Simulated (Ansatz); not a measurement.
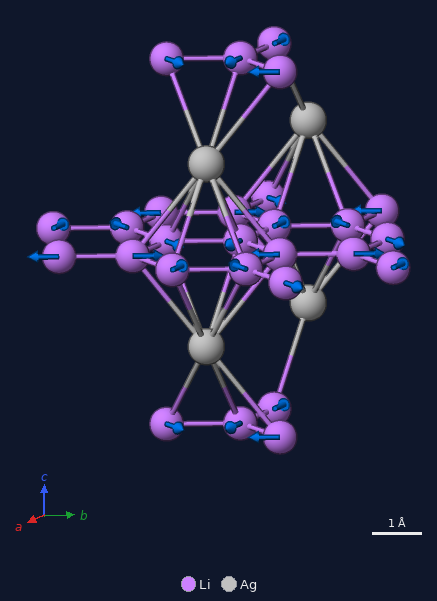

This is a relaxation of crystalline Li6Ag (a generated structure, set up in P6/mmm) (coarse preliminary run). The starting structure is drawn; blue arrows show the displacements (the part carried along by the change of the cell is left out), magnified 10 times.

The picture is a ball-and-stick view of the atoms within 4.2 Å of the atom that moves most (axes of the cell of the calculation), seen from a free direction.

Computed with DFT PBE, scalar-relativistic, plane waves, PAW in Ansatz. (plane-wave cutoff 420 eV; k-point mesh 6 × 6 × 4; occupations gaussian; smearing width 0.1 eV; no spin polarisation; cell and atoms relaxed; force threshold 0.04 eV/Å; at most 70 steps)

> Atoms of which element are displaced furthest, and by how much?

Lithium: up to 0.068 Å, against 0.000 Å for silver.

> What happened in the run?

The largest moves relative to the cell, 0.068 Å, are those of Li atoms. Ag stays in place. The volume changes by +117.7 %, with a = b 4.594 → 7.922 Å (+72.4 %), c 3.893 → 2.850 Å (−26.8 %). Among the contacts that change: Li–Li 1.529 → 2.773 Å, Ag–Ag 3.893 → 2.850 Å, Li–Li 3.893 → 2.850 Å, Li–Li 1.533 → 2.574 Å. Among the angles between lasting bonds that change: Ag–Li–Ag 103.6° → 57.9°, Li–Li–Ag 128.2° → 151.0°, Li–Li–Ag 72.0° → 64.1°. The space group stays P6/mmm (No. 191). Over 21 accepted moves (24 points after the start) the energy falls by 14.188 eV per cell of the calculation. Largest force component: 0.74 eV/Å at the start, 0.035 eV/Å at the end. The pressure goes from 46.99 to 0.12 GPa. The SCF was repeated 3 times at an unchanged geometry on a basis and grid sized afresh for the cell, which shifted the energy by 1.160 eV per cell of the calculation at most. The run took 89 s on 1 thread of Arm Neoverse V1, with other jobs on the host, peak memory 0.41 GiB.

Limits of the set-up: the k-point mesh is coarse for a cell with partly filled bands.
